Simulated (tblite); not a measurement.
**Geometry relaxation of C5H10FOSi (part 2 of 2)**

C5H10FOSi, multiplicity 2; GFN2-xTB geometry optimisation, gas phase (tblite 0.8.0). It belongs to a series of runs on one base structure; here: H removed from sp3 C.

Geometry of the input (Å):
```
C  -2.2709  0.5104  -0.3003
C  -1.6398  -0.8308  -0.4207
Si 0.1878  -0.8726  -0.1546
F  0.6129  -2.2117  0.7238
C  1.1612  -0.7271  -1.7476
O  1.7113  0.5239  -1.6213
C  2.1217  0.7513  -0.3334
C  0.8933  0.7186  0.5737
H  -1.6990  1.2031  0.3278
H  -2.5069  0.9196  -1.3111
H  -3.2643  0.3541  0.2116
H  -2.1454  -1.5648  0.2717
H  -1.8462  -1.2090  -1.4354
H  1.8763  -1.5481  -1.8916
H  2.5415  1.7768  -0.2129
H  2.8266  0.0186  0.0932
H  1.1330  0.5977  1.6331
H  0.2983  1.5963  0.3177
```

Trajectory as extended XYZ, continued
```
18
Properties=species:S:1:pos:R:3:forces:R:3 step=75 energy=-715.96652
C    -2.4061    0.4359   -0.3688   -0.0050   0.0010   0.0040
C    -1.7248   -0.9285   -0.3061   -0.0090  -0.0010   0.0090
Si    0.1632   -0.8577   -0.1310   -0.0030  -0.0030  -0.0110
F     0.5440   -2.1265    0.8327   -0.0040  -0.0020   0.0040
C     1.2443   -0.7395   -1.6199    0.0180   0.0040  -0.0250
O     2.1668    0.2464   -1.5359   -0.0060  -0.0020   0.0030
C     2.2987    0.7908   -0.2296    0.0090  -0.0060   0.0010
C     0.9982    0.7083    0.5688    0.0040   0.0000  -0.0030
H    -2.2373    0.9899    0.5520    0.0000   0.0010  -0.0150
H    -2.0177    1.0220   -1.1982   -0.0100   0.0010  -0.0050
H    -3.4806    0.3232   -0.5033    0.0150  -0.0060  -0.0070
H    -2.1304   -1.4941    0.5326    0.0040   0.0000   0.0110
H    -1.9742   -1.4931   -1.2049   -0.0050   0.0050   0.0080
H     1.1981   -1.1661   -2.6066   -0.0040   0.0090   0.0160
H     2.6533    1.8155   -0.3674   -0.0050  -0.0130   0.0150
H     3.0789    0.2167    0.2880    0.0050   0.0100  -0.0120
H     1.2200    0.6658    1.6305   -0.0010   0.0010  -0.0010
H     0.3970    1.5975    0.3907   -0.0020   0.0000   0.0070
18
Properties=species:S:1:pos:R:3:forces:R:3 step=87 energy=-715.96789
C    -2.4020    0.4304   -0.3929   -0.0030  -0.0010  -0.0170
C    -1.7267   -0.9337   -0.2877    0.0090   0.0090   0.0090
Si    0.1614   -0.8552   -0.1337    0.0160  -0.0060   0.0090
F     0.5539   -2.1160    0.8361    0.0040  -0.0320  -0.0170
C     1.2258   -0.7141   -1.6335    0.0130   0.0100   0.0100
O     2.1523    0.2668   -1.5384    0.0220   0.0190  -0.0150
C     2.3006    0.7858   -0.2232   -0.0100  -0.0070  -0.0130
C     1.0045    0.6993    0.5807   -0.0080  -0.0010   0.0000
H    -2.2356    1.0126    0.5104   -0.0040  -0.0060  -0.0020
H    -2.0084    0.9908   -1.2373   -0.0020   0.0020  -0.0170
H    -3.4745    0.3149   -0.5317   -0.0290   0.0080   0.0060
H    -2.1226   -1.4669    0.5763   -0.0080   0.0000   0.0050
H    -1.9884   -1.5295   -1.1627    0.0070   0.0060   0.0130
H     1.1730   -1.1222   -2.6274   -0.0140   0.0000   0.0180
H     2.6587    1.8116   -0.3407    0.0140  -0.0210  -0.0110
H     3.0817    0.1951    0.2734   -0.0050   0.0150   0.0110
H     1.2296    0.6427    1.6410    0.0030   0.0010  -0.0020
H     0.4079    1.5939    0.4149   -0.0060   0.0030   0.0110
18
Properties=species:S:1:pos:R:3:forces:R:3 step=100 energy=-715.97715
C    -2.4078    0.4055   -0.5303    0.0180  -0.0100   0.0060
C    -1.7289   -0.9176   -0.1817   -0.0030  -0.0160  -0.0140
Si    0.1664   -0.8519   -0.1276    0.0220  -0.0350  -0.0070
F     0.5998   -2.1972    0.7063   -0.0270   0.0590  -0.0410
C     1.1719   -0.6053   -1.6567   -0.0190   0.0200   0.0140
O     2.0986    0.3738   -1.5342   -0.0040  -0.0180  -0.0100
C     2.3127    0.7794   -0.1896   -0.0140  -0.0020   0.0120
C     1.0435    0.6511    0.6512    0.0010   0.0000   0.0090
H    -2.1884    1.1614    0.2224   -0.0130  -0.0410  -0.0470
H    -2.0644    0.7727   -1.4963    0.0000  -0.0190   0.0520
H    -3.4885    0.2796   -0.5810    0.0310   0.0010   0.0140
H    -2.0924   -1.2722    0.7857   -0.0010   0.0320  -0.0760
H    -2.0201   -1.6716   -0.9162   -0.0030   0.0320   0.0610
H     1.0504   -0.9220   -2.6770    0.0140  -0.0060  -0.0090
H     2.6952    1.8024   -0.2341   -0.0200  -0.0160  -0.0270
H     3.0962    0.1338    0.2291   -0.0060  -0.0030   0.0090
H     1.3015    0.5288    1.6974    0.0160   0.0180   0.0300
H     0.4456    1.5555    0.5560    0.0080   0.0050   0.0250
18
Properties=species:S:1:pos:R:3:forces:R:3 step=112 energy=-715.98063
C    -2.4086    0.3776   -0.6095    0.0060  -0.0080   0.0000
C    -1.7298   -0.9002   -0.1266   -0.0020   0.0050   0.0060
Si    0.1644   -0.8432   -0.1319   -0.0090   0.0080  -0.0010
F     0.6124   -2.2264    0.6239   -0.0080   0.0110   0.0030
C     1.1280   -0.5305   -1.6740    0.0000  -0.0110  -0.0170
O     2.0740    0.4251   -1.5256    0.0010   0.0110  -0.0030
C     2.3158    0.7743   -0.1699    0.0130   0.0050   0.0030
C     1.0662    0.6209    0.6951    0.0030  -0.0060   0.0020
H    -2.1531    1.2173    0.0329   -0.0070  -0.0150  -0.0070
H    -2.0980    0.6173   -1.6231    0.0050   0.0050  -0.0110
H    -3.4906    0.2607   -0.6026   -0.0010   0.0090   0.0030
H    -2.0727   -1.1295    0.8831    0.0010  -0.0060   0.0000
H    -2.0479   -1.7346   -0.7521    0.0050   0.0070   0.0000
H     0.9977   -0.8111   -2.7045   -0.0100  -0.0020   0.0200
H     2.7051    1.7949   -0.1860   -0.0060   0.0030  -0.0010
H     3.1014    0.1063    0.2074    0.0070   0.0040  -0.0020
H     1.3511    0.4525    1.7288    0.0020  -0.0010   0.0000
H     0.4758    1.5349    0.6582    0.0010  -0.0200   0.0050
18
Properties=species:S:1:pos:R:3:forces:R:3 step=125 energy=-715.98132
C    -2.4078    0.3636   -0.6502    0.0030   0.0000  -0.0040
C    -1.7313   -0.8902   -0.1059   -0.0030  -0.0040   0.0030
Si    0.1631   -0.8410   -0.1266    0.0040  -0.0030   0.0060
F     0.6078   -2.2379    0.6045   -0.0020   0.0010  -0.0020
C     1.1101   -0.5028   -1.6733    0.0000   0.0020   0.0020
O     2.0547    0.4543   -1.5224   -0.0110  -0.0020   0.0030
C     2.3176    0.7777   -0.1636    0.0030  -0.0030  -0.0130
C     1.0834    0.6000    0.7190    0.0070   0.0000   0.0020
H    -2.1266    1.2371   -0.0673   -0.0030   0.0060   0.0090
H    -2.1174    0.5378   -1.6832   -0.0020  -0.0010  -0.0060
H    -3.4910    0.2642   -0.6105    0.0090  -0.0050  -0.0050
H    -2.0683   -1.0670    0.9164   -0.0050  -0.0020  -0.0040
H    -2.0547   -1.7546   -0.6865    0.0010   0.0090   0.0050
H     0.9592   -0.7638   -2.7054    0.0040  -0.0020  -0.0090
H     2.6996    1.8011   -0.1643   -0.0030   0.0070  -0.0100
H     3.1152    0.1080    0.1838   -0.0020   0.0000   0.0130
H     1.3860    0.4066    1.7430    0.0050  -0.0090   0.0050
H     0.4917    1.5132    0.7163   -0.0030   0.0060   0.0040
18
Properties=species:S:1:pos:R:3:forces:R:3 step=137 energy=-715.98189
C    -2.4074    0.3675   -0.6509    0.0010  -0.0040   0.0020
C    -1.7328   -0.8886   -0.1093   -0.0020  -0.0020  -0.0010
Si    0.1620   -0.8401   -0.1165   -0.0010  -0.0030   0.0040
F     0.5995   -2.2360    0.6208    0.0000  -0.0020  -0.0010
C     1.1047   -0.5117   -1.6674    0.0000  -0.0020  -0.0040
O     2.0487    0.4468   -1.5261    0.0020   0.0010  -0.0020
C     2.3159    0.7839   -0.1718    0.0010   0.0040   0.0040
C     1.0925    0.5972    0.7247    0.0000   0.0010   0.0010
H    -2.1461    1.2364   -0.0518    0.0070  -0.0010   0.0040
H    -2.0995    0.5558   -1.6762    0.0050   0.0040  -0.0050
H    -3.4901    0.2586   -0.6338   -0.0040  -0.0040  -0.0020
H    -2.0814   -1.0770    0.9069    0.0020   0.0040  -0.0020
H    -2.0472   -1.7481   -0.7021   -0.0040   0.0050   0.0040
H     0.9540   -0.7809   -2.6976   -0.0010  -0.0040  -0.0010
H     2.6838    1.8126   -0.1858   -0.0020   0.0030   0.0040
H     3.1253    0.1287    0.1766    0.0000   0.0020  -0.0040
H     1.4092    0.3913    1.7423   -0.0010   0.0000   0.0010
H     0.5001    1.5099    0.7415    0.0000  -0.0010  -0.0020
```

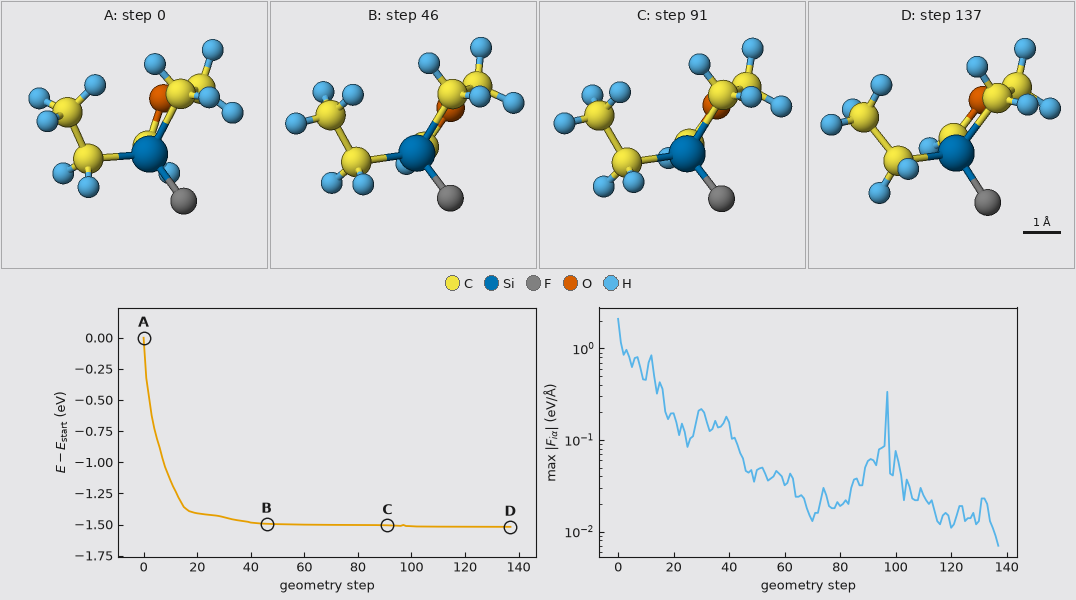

Frames of the relaxation (ball-and-stick view, seen at a tilt) above the curves, on which the letters mark them (steps are counted from 0).

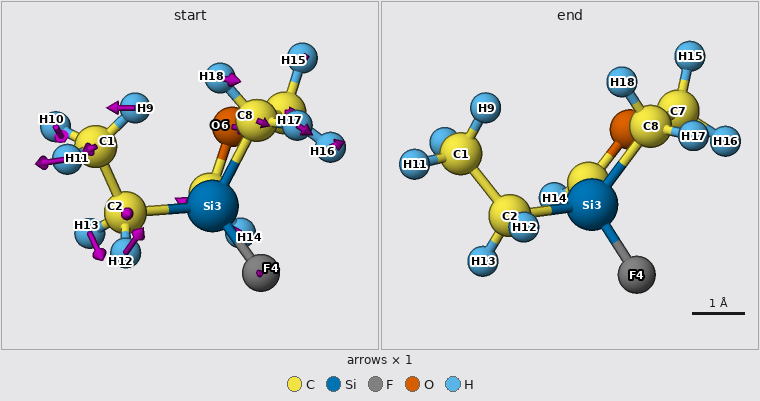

Before (left) and after (right) the relaxation, at one scale (ball-and-stick view, seen at a tilt). The pink arrows give the displacements, at true length. After 137 geometry steps the energy has fallen by 1.519 eV. The largest force component goes from 2.1 to 0.007 eV/Å. H14 moves most after the best rigid fit: 1.46 Å. By element the largest moves are H 1.46 Å, C 0.39 Å, O 0.36 Å, F 0.13 Å, Si 0.05 Å. Among the contacts that change: O6–C7 1.371 → 1.421 Å, C2–Si3 1.847 → 1.895 Å, C1–H11 1.128 → 1.088 Å, C1–C2 1.487 → 1.525 Å. Among the angles that change: Si3–C5–H14 113.1° → 133.6°, Si3–C5–O6 101.6° → 113.3°, O6–C7–H16 116.4° → 107.4°. (Atoms are counted from 1 in the order of the input.)
